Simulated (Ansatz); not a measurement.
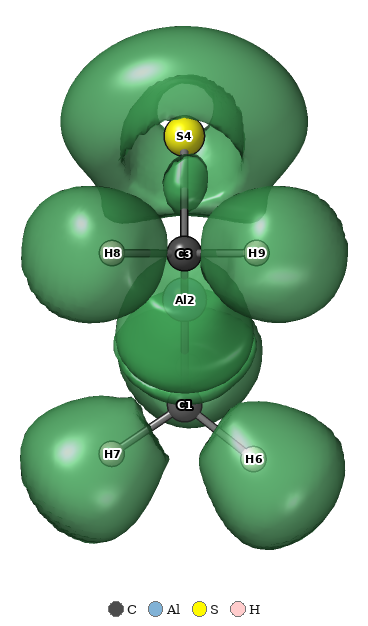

C₂H₅AlS. Isosurface of the electron localisation function at 0.8 (green), seen at an oblique angle. Only the valence region is drawn (cores and ρ < 0.01 e/Å³ removed).

These are results of Ansatz 0.2.0, RKS PBE0-D4/def2-SVP, not measurements.

```xyz
9

C    -0.3617    1.5311   -0.9598
Al    0.0165   -0.2043   -0.1839
C     0.3981   -1.4196    1.2563
S     0.3241   -2.2953   -0.4510
H    -0.5356    1.4651   -2.0441
H    -1.2526    1.9787   -0.4915
H     0.4806    2.2197   -0.7865
H     1.3938   -1.5170    1.7094
H    -0.3748   -1.8048    1.9341
```

**Describe the localisation domains.**

At this value the surface marks out one region between bonded Al–C atoms (shared pairs), one region between bonded C–S atoms (shared pairs), five regions around hydrogen nuclei, one lobe on Al, pointing away from the bonds (lone pairs) and one region wrapped around S (its valence shell). Profiles from the grid: C–S (1.92 Å): the ELF peaks at about 0.85 between the atoms, as expected for a covalent bond. C–Al (1.92 Å): the ELF peaks at about 0.90 between the atoms, as expected for a polar covalent bond.
